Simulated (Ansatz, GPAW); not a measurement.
# Cutoff, mesh and smearing for a 6-layer slab of Ta(110), part 2 of 3

Wanted: a convergence study on the slab a 6-layer slab of Ta(110).

GPAW 26.7.0 and Ansatz 0.2.0; Ansatz plane waves; slab in vacuum with a dipole correction, relaxation (the session's first sound run).

So far, upper work function (eV): step 2 (relaxing the atoms) 4.73.

**3. Plane waves, PBE**

With the geometry fixed, the planar mean of the potential gives the vacuum level on each side.

This step: GPAW, PAW setups; slab in vacuum (GPAW 26.7.0).

run.py reads:

```python
import json
import numpy as np
from ase import Atoms
from gpaw import GPAW, PW

slab = Atoms(
    ['Ta', 'Ta', 'Ta', 'Ta', 'Ta', 'Ta'],
    positions=[
        [0.00000, 0.00000, 8.00000],
        [2.34052, 0.00000, 10.34052],
        [0.00000, 0.00000, 12.68105],
        [2.34052, 0.00000, 15.04009],
        [0.00000, 0.00000, 17.39060],
        [2.34052, 0.00000, 19.64558]],
    cell=[[2.34052, -1.655, 0.0], [2.34052, 1.655, 0.0], [0.0, 0.0, 27.70262]],
    pbc=[True, True, False])

slab.calc = GPAW(mode=PW(400), xc='PBE', kpts={'size': (12, 12, 1), 'gamma': True},
                 occupations={'name': 'fermi-dirac', 'width': 0.1}, nbands='140%',
                 convergence={'density': 1e-05}, maxiter=200,
                 poissonsolver={'dipolelayer': 'xy'},
                 symmetry={'tolerance': 1e-3}, txt='slab.txt')
result = {}
energy = slab.get_potential_energy()
fermi = slab.calc.get_fermi_level()
v = slab.calc.get_electrostatic_potential().mean((0, 1)) - fermi
n = slab.calc.get_pseudo_density().mean((0, 1))
L = slab.cell[2, 2]
z = np.arange(len(v)) * L / len(v)
low, high = slab.positions[:, 2].min(), slab.positions[:, 2].max()
below, above = np.interp([low - 5.8, high + 5.8], z, v)
slopes = [np.interp(x, z, np.gradient(v, z)) for x in (low - 5.8, high + 5.8)]
eps = np.array([[slab.calc.get_eigenvalues(k, s) for k in range(len(slab.calc.get_ibz_k_points()))]
                for s in range(slab.calc.get_number_of_spins())]) - fermi
top, bottom = eps[eps < 0].max(), eps[eps > 0].min()
dipole = slab.get_dipole_moment()[2]
print(f'energy {energy:.4f} eV, Fermi level {fermi:.4f} eV, dipole {dipole:.5f} e A')
print(f'potential 5.8 A off the faces, from the Fermi level: lower {below:.4f} eV, upper {above:.4f} eV')
print(f'slope of the potential there: lower {slopes[0]:.5f}, upper {slopes[1]:.5f} eV/A')
print(f'nearest levels on the mesh: {top:.4f} and {bottom:.4f} eV')
print('magnetic moment', round(slab.get_magnetic_moment(), 3))
result.update(energy=energy, fermi=fermi, dipole=dipole, below=below, above=above, slopes=slopes, edges=[top, bottom],
              z=z.tolist(), v=v.tolist(), n=n.tolist(), positions=slab.positions.tolist(),
              forces=slab.get_forces(apply_constraint=False).tolist(), moments=slab.get_magnetic_moments().tolist())
json.dump(result, open('result.json', 'w'))
```

On the command line:

```sh
OMP_NUM_THREADS=1 OPENBLAS_NUM_THREADS=1 python run.py
```

The log of the run:

```text
energy -56.8366 eV, Fermi level 3.7678 eV, dipole 0.00190 e A
potential 5.8 A off the faces, from the Fermi level: lower 4.7729 eV, upper 4.7258 eV
slope of the potential there: lower -0.00020, upper 0.00018 eV/A
nearest levels on the mesh: -0.0003 and 0.0233 eV
magnetic moment 0.0
```

Wall time 3.3 min (1 thread of AMD EPYC 7R13 (Zen 3), shared host); peak memory 0.35 GiB.

This step gave:

* dipole along the normal: 0.001904 e·Å
* levels nearest the Fermi level on the mesh: -2.76e-4, 0.02335 eV from the Fermi level
* upper work function: 4.726 eV
* lower work function: 4.773 eV

The electrostatic potential energy of an electron (without an applied field's), less the Fermi level, planar mean oscillates, so the rows of the table below give means over windows of 2.33 Å about each position, cut where the curve ends. Its maxima inside the range that stand out by 2 % of the span (Å: eV): 9.2: -1.30, 11.5: -1.35, 13.9: -1.17, 16.2: -1.25, 18.5: -2.05. Its minima: 8.0: -25.4, 10.4: -25.1, 12.7: -25.1, 15.0: -25.2, 17.4: -25.2, 19.7: -25.3.

The electrostatic potential energy of an electron (without an applied field's), less the Fermi level, planar mean by z; means over each step:

```
z (Å)  electrostatic potential energy of an electron (without an applied field's), less the Fermi level, planar mean (eV)
 1.17                                                                                                                4.77
 3.50                                                                                                                4.77
 5.83                                                                                                                3.53
 8.16                                                                                                               -12.0
10.48                                                                                                               -11.8
12.82                                                                                                               -11.7
15.14                                                                                                               -11.7
17.48                                                                                                               -11.9
19.80                                                                                                               -11.8
22.13                                                                                                                4.12
24.46                                                                                                                4.72
26.80                                                                                                                4.73
```

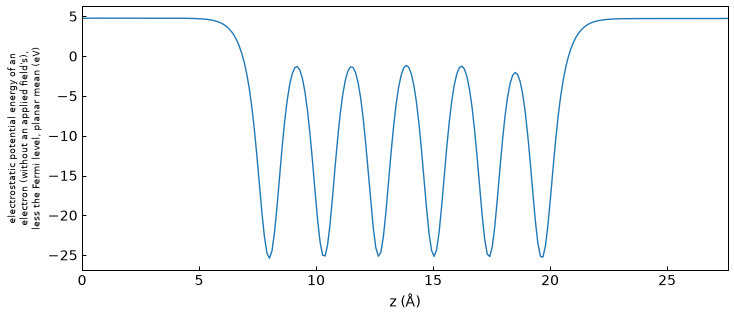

Electrostatic potential energy of an electron (without an applied field's), less the Fermi level, planar mean, plotted against z.

The pseudo valence density, planar mean oscillates, so the rows of the table below give means over windows of 2.38 Å about each position, cut where the curve ends. Its maxima inside the range that stand out by 2 % of the span (Å: e/Å³): 8.0: 1.51, 10.4: 1.49, 12.8: 1.46, 14.9: 1.44, 17.3: 1.47, 19.7: 1.50. Its minima: 9.1: 0.282, 11.5: 0.275, 13.9: 0.268, 16.2: 0.271, 18.6: 0.311.

The pseudo valence density, planar mean by z; means over each step:

```
z (Å)  pseudo valence density, planar mean (e/Å³)
 1.19                                           0
 3.57                                      2.2e-4
 5.95                                      0.0458
 8.33                                       0.704
10.71                                       0.711
13.09                                       0.709
15.47                                       0.710
17.85                                       0.730
20.23                                       0.614
22.61                                     0.00626
24.99                                      2.4e-5
```

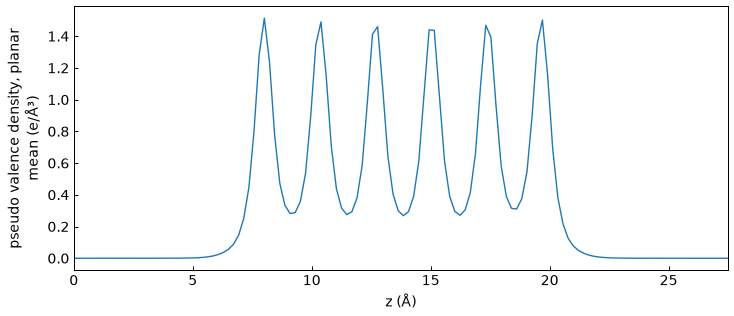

Pseudo valence density, planar mean against z.

Force by atom:

```
atom  x (eV/Å)  y (eV/Å)  z (eV/Å)   size
 Ta1     0.000     0.000     0.390  0.390
 Ta2     0.000     0.000    -0.391  0.391
 Ta3     0.000     0.000    -0.012  0.012
 Ta4     0.000     0.000    -0.004  0.004
 Ta5     0.000     0.000    -0.002  0.002
 Ta6     0.000     0.000     0.018  0.018
```

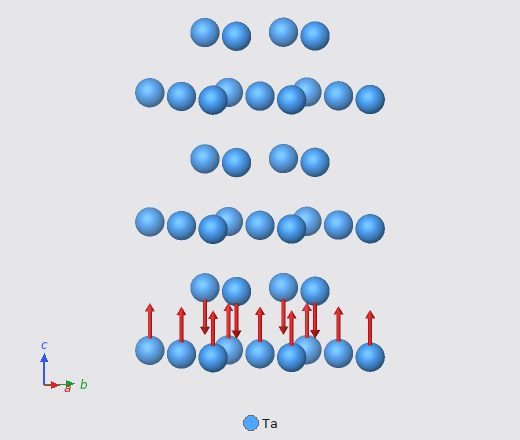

Force as arrows, the longest 0.391 eV/Å. 2×2×1 cells are drawn. Some periodic images of atoms are drawn too.

The potential is flat to 2.0e-4 eV/Å where it is read, so the vacuum is wide enough. The geometry is the other program's minimum; here the largest force on a free atom is 0.018 eV/Å.

**4. Cutoff 200**

The cutoff limits how sharply the smooth valence waves can vary, which tells mostly near the atoms.

run.py, as its differences from that of step 3:

```diff
@@ -17,3 +17,3 @@
 
-slab.calc = GPAW(mode=PW(400), xc='PBE', kpts={'size': (12, 12, 1), 'gamma': True},
+slab.calc = GPAW(mode=PW(200), xc='PBE', kpts={'size': (12, 12, 1), 'gamma': True},
                  occupations={'name': 'fermi-dirac', 'width': 0.1}, nbands='140%',
```

The log of the run:

```text
energy -54.4493 eV, Fermi level 3.7829 eV, dipole 0.00202 e A
potential 5.8 A off the faces, from the Fermi level: lower 4.7851 eV, upper 4.7396 eV
slope of the potential there: lower -0.00042, upper 0.00091 eV/A
nearest levels on the mesh: -0.0024 and 0.0226 eV
magnetic moment 0.0
```

The job ended after 74 s (1 thread; peak memory 0.21 GiB).

The run finished. A setting was moved off its sound value on purpose, so it serves as a test and not as the result.

The fault put into the input: a cutoff under that of the base run: the energy of the cell lies 2.4 eV from the base value (ecut = 200).

The two runs compared:

```
                quantity  this run  sound run  difference
upper work function (eV)    4.7396     4.7258      0.0138
lower work function (eV)    4.7851     4.7729      0.0122
```

**5. Cutoff 300**

The cutoff limits how sharply the smooth valence waves can vary, which tells mostly near the atoms.

run.py, as its differences from that of step 4:

```diff
@@ -17,3 +17,3 @@
 
-slab.calc = GPAW(mode=PW(200), xc='PBE', kpts={'size': (12, 12, 1), 'gamma': True},
+slab.calc = GPAW(mode=PW(300), xc='PBE', kpts={'size': (12, 12, 1), 'gamma': True},
                  occupations={'name': 'fermi-dirac', 'width': 0.1}, nbands='140%',
```

The log of the run:

```text
energy -56.4731 eV, Fermi level 3.7707 eV, dipole 0.00190 e A
potential 5.8 A off the faces, from the Fermi level: lower 4.7769 eV, upper 4.7298 eV
slope of the potential there: lower -0.00031, upper 0.00030 eV/A
nearest levels on the mesh: -0.0020 and 0.0224 eV
magnetic moment 0.0
```

Elapsed: 1.9 min, on 1 thread; peak memory 0.27 GiB.

The run finished. A setting was moved off its sound value on purpose, so it serves as a test and not as the result.

The fault put into the input: a cutoff under that of the base run: the energy of the cell lies 0.36 eV from the base value (ecut = 300).

Side by side:

```
                quantity  this run  sound run  difference
upper work function (eV)    4.7298     4.7258     0.00401
lower work function (eV)    4.7769     4.7729     0.00396
```

**6. Cutoff 700: ecut = 700**

The cutoff limits how sharply the smooth valence waves can vary, which tells mostly near the atoms.

run.py, as its differences from that of step 5:

```diff
@@ -17,3 +17,3 @@
 
-slab.calc = GPAW(mode=PW(300), xc='PBE', kpts={'size': (12, 12, 1), 'gamma': True},
+slab.calc = GPAW(mode=PW(700), xc='PBE', kpts={'size': (12, 12, 1), 'gamma': True},
                  occupations={'name': 'fermi-dirac', 'width': 0.1}, nbands='140%',
```

The log of the run:

```text
energy -56.8910 eV, Fermi level 3.7677 eV, dipole 0.00189 e A
potential 5.8 A off the faces, from the Fermi level: lower 4.7727 eV, upper 4.7259 eV
slope of the potential there: lower -0.00019, upper 0.00018 eV/A
nearest levels on the mesh: -0.0004 and 0.0233 eV
magnetic moment 0.0
```

Elapsed: 8.9 min, on 1 thread; peak memory 0.66 GiB.

This step gave:

```
dipole along the normal                    : 0.001895 e·Å
levels nearest the Fermi level on the mesh : -4.11e-4, 0.02328 eV from the Fermi level
```

The electrostatic potential energy of an electron (without an applied field's), less the Fermi level, planar mean oscillates, so the rows of the table below give means over windows of 2.33 Å about each position, cut where the curve ends. Its maxima inside the range that stand out by 2 % of the span (Å: eV): 9.2: -1.29, 11.5: -1.34, 13.9: -1.17, 16.2: -1.25, 18.4: -2.20. Its minima: 8.1: -25.0, 10.4: -25.2, 12.7: -25.2, 15.0: -25.2, 17.3: -25.0, 19.7: -25.2.

Electrostatic potential energy of an electron (without an applied field's), less the Fermi level, planar mean against z; means over each step:

```
z (Å)  electrostatic potential energy of an electron (without an applied field's), less the Fermi level, planar mean (eV)
 1.17                                                                                                                4.77
 3.50                                                                                                                4.77
 5.83                                                                                                                3.54
 8.16                                                                                                               -12.0
10.48                                                                                                               -11.8
12.82                                                                                                               -11.7
15.14                                                                                                               -11.7
17.48                                                                                                               -11.9
19.80                                                                                                               -11.8
22.13                                                                                                                4.12
24.46                                                                                                                4.72
26.80                                                                                                                4.73
```

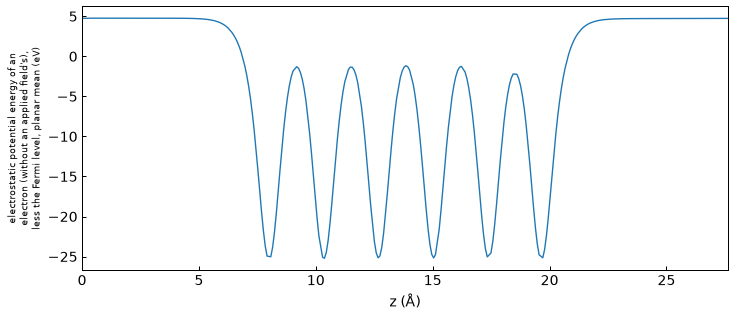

Electrostatic potential energy of an electron (without an applied field's), less the Fermi level, planar mean, plotted against z.

The pseudo valence density, planar mean oscillates, so the rows of the table below give means over windows of 2.37 Å about each position, cut where the curve ends. Its maxima inside the range that stand out by 2 % of the span (Å: e/Å³): 8.1: 1.48, 10.3: 1.49, 12.7: 1.51, 15.0: 1.51, 17.4: 1.50, 19.6: 1.51. Its minima: 9.2: 0.278, 11.6: 0.275, 13.9: 0.271, 16.1: 0.274, 18.5: 0.304.

The pseudo valence density, planar mean by z; means over each step:

```
z (Å)  pseudo valence density, planar mean (e/Å³)
 1.19                                           0
 3.56                                      2.0e-4
 5.93                                      0.0426
 8.29                                       0.704
10.67                                       0.712
13.04                                       0.710
15.41                                       0.711
17.77                                       0.727
20.14                                       0.633
22.52                                     0.00764
24.89                                      3.1e-5
```

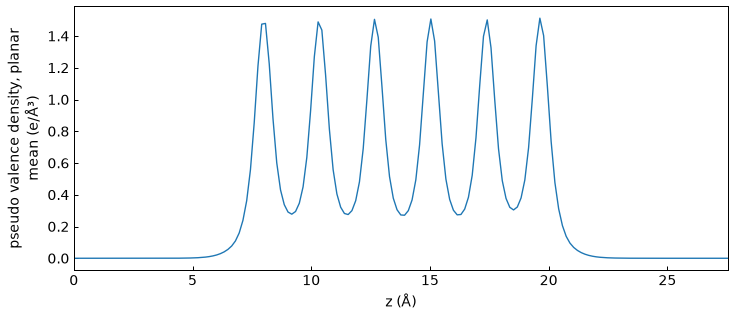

Pseudo valence density, planar mean, plotted against z.

Force by atom:

```
atom  x (eV/Å)  y (eV/Å)  z (eV/Å)   size
 Ta1     0.000     0.000     0.391  0.391
 Ta2     0.000     0.000    -0.390  0.390
 Ta3     0.000     0.000    -0.011  0.011
 Ta4     0.000     0.000    -0.004  0.004
 Ta5     0.000     0.000    -0.001  0.001
 Ta6     0.000     0.000     0.017  0.017
```

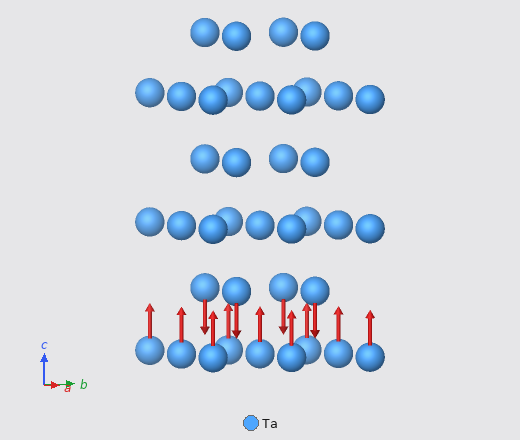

Force as arrows, the longest 0.391 eV/Å. 2×2×1 cells are drawn. Some periodic images of atoms are drawn too.

The upper face's work function is 4.726 eV, against 4.726 eV in the first plane-wave PBE run at this geometry.

**7. K mesh 4×4**

The mesh in the plane samples the bands: a metal's Fermi level needs it dense, and band edges must lie on it.

run.py, as its differences from that of step 6:

```diff
@@ -17,3 +17,3 @@
 
-slab.calc = GPAW(mode=PW(700), xc='PBE', kpts={'size': (12, 12, 1), 'gamma': True},
+slab.calc = GPAW(mode=PW(400), xc='PBE', kpts={'size': (4, 4, 1), 'gamma': True},
                  occupations={'name': 'fermi-dirac', 'width': 0.1}, nbands='140%',
```

The log of the run:

```text
energy -56.8877 eV, Fermi level 3.7189 eV, dipole 0.00084 e A
potential 5.8 A off the faces, from the Fermi level: lower 4.8707 eV, upper 4.8484 eV
slope of the potential there: lower -0.00019, upper 0.00017 eV/A
nearest levels on the mesh: -0.0042 and 0.0639 eV
magnetic moment 0.0
```

Elapsed: 42 s, on 1 thread; peak memory 0.21 GiB.

The run finished with changed settings (kpts = [4, 4]); it serves as a test.

Side by side:

```
                quantity  this run  sound run  difference
upper work function (eV)    4.8484     4.7258       0.123
lower work function (eV)    4.8707     4.7729      0.0978
```

The two runs differ clearly in the upper work function: 4.85 eV against 4.73 eV.

**8. K mesh 7×7**

The mesh in the plane samples the bands: a metal's Fermi level needs it dense, and band edges must lie on it.

run.py, as its differences from that of step 7:

```diff
@@ -17,3 +17,3 @@
 
-slab.calc = GPAW(mode=PW(400), xc='PBE', kpts={'size': (4, 4, 1), 'gamma': True},
+slab.calc = GPAW(mode=PW(400), xc='PBE', kpts={'size': (7, 7, 1), 'gamma': True},
                  occupations={'name': 'fermi-dirac', 'width': 0.1}, nbands='140%',
```

The log of the run:

```text
energy -56.8988 eV, Fermi level 3.7468 eV, dipole 0.00121 e A
potential 5.8 A off the faces, from the Fermi level: lower 4.7756 eV, upper 4.7446 eV
slope of the potential there: lower -0.00020, upper 0.00018 eV/A
nearest levels on the mesh: -0.0267 and 0.0385 eV
magnetic moment 0.0
```

Wall time 73 s (1 thread); peak memory 0.25 GiB.

The run finished with changed settings (kpts = [7, 7]); it serves as a test.

The two runs compared:

```
                quantity  this run  sound run  difference
upper work function (eV)    4.7446     4.7258      0.0188
lower work function (eV)    4.7756     4.7729     0.00270
```

**9. K mesh 18×18: kpts = [18, 18]**

The mesh in the plane samples the bands: a metal's Fermi level needs it dense, and band edges must lie on it.

run.py, as its differences from that of step 8:

```diff
@@ -17,3 +17,3 @@
 
-slab.calc = GPAW(mode=PW(400), xc='PBE', kpts={'size': (7, 7, 1), 'gamma': True},
+slab.calc = GPAW(mode=PW(400), xc='PBE', kpts={'size': (18, 18, 1), 'gamma': True},
                  occupations={'name': 'fermi-dirac', 'width': 0.1}, nbands='140%',
```

The log of the run:

```text
energy -56.8470 eV, Fermi level 3.7677 eV, dipole 0.00181 e A
potential 5.8 A off the faces, from the Fermi level: lower 4.7732 eV, upper 4.7283 eV
slope of the potential there: lower -0.00020, upper 0.00018 eV/A
nearest levels on the mesh: -0.0017 and 0.0003 eV
magnetic moment 0.0
```

The job ended after 6.2 min (1 thread; peak memory 0.57 GiB).

Numbers from this step:

- dipole along the normal: 0.001810 e·Å
- levels nearest the Fermi level on the mesh: -0.001665, 3.45e-4 eV from the Fermi level
- upper work function: 4.728 eV

The upper face's work function is 4.728 eV, against 4.726 eV in the first plane-wave PBE run at this geometry.

**10. Scheme Fermi-Dirac, smearing 0.01**

Smearing changes the occupations near the Fermi level, and with them the level itself. Smearing helps the SCF of a metal converge, but it blurs occupations at band edges near the Fermi level.

run.py, as its differences from that of step 9:

```diff
@@ -17,4 +17,4 @@
 
-slab.calc = GPAW(mode=PW(400), xc='PBE', kpts={'size': (18, 18, 1), 'gamma': True},
-                 occupations={'name': 'fermi-dirac', 'width': 0.1}, nbands='140%',
+slab.calc = GPAW(mode=PW(400), xc='PBE', kpts={'size': (12, 12, 1), 'gamma': True},
+                 occupations={'name': 'fermi-dirac', 'width': 0.01}, nbands='140%',
                  convergence={'density': 1e-05}, maxiter=200,
```

The log of the run:

```text
energy -56.8407 eV, Fermi level 3.7645 eV, dipole 0.00307 e A
potential 5.8 A off the faces, from the Fermi level: lower 4.7839 eV, upper 4.7096 eV
slope of the potential there: lower -0.00020, upper 0.00018 eV/A
nearest levels on the mesh: -0.0021 and 0.0043 eV
magnetic moment 0.0
```

It took 3.3 min on 1 thread; peak memory 0.36 GiB.

This step gave:

```
dipole along the normal                    : 0.003068 e·Å
levels nearest the Fermi level on the mesh : -0.002109, 0.004258 eV from the Fermi level
upper work function                        : 4.710 eV
lower work function                        : 4.784 eV
```

The upper face's work function is 4.710 eV, against 4.726 eV in the first plane-wave PBE run at this geometry.

**11. All levels side by side**

Times are for 1 thread of AMD EPYC 7R13 (Zen 3), shared host. Results by setting:

```
no.                                run  upper work function (eV)  lower work function (eV)     time  memory (GiB)
  1                                 pw                     4.726                     4.773  3.3 min          0.35
  2                         cutoff 700                     4.726                     4.773  8.9 min          0.66
  3                       k mesh 18×18                     4.728                     4.773  6.2 min          0.57
  4  scheme Fermi-Dirac, smearing 0.01                     4.710                     4.784  3.3 min          0.36
```

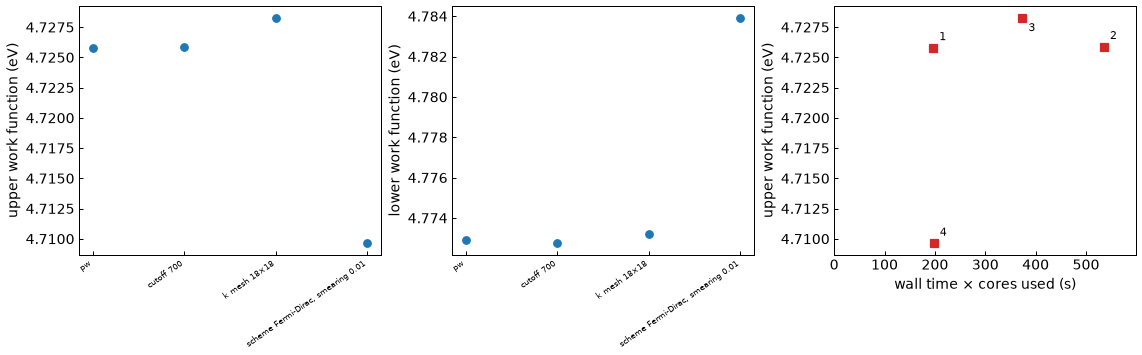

The series as plots; the last panel sets the first result against cost, with the runs numbered as in the table.

(Continued in part 3 of 3.)

[Logs are printed without paths, hosts, clocks, repeated set-up lines and the standing remarks that a program may print on its own settings, such as how far it seeks lower states.]

[Hosts, paths, dates, database ids (printed as entryN), source tags and the programs' standing remarks are cut or masked in the printed files.]
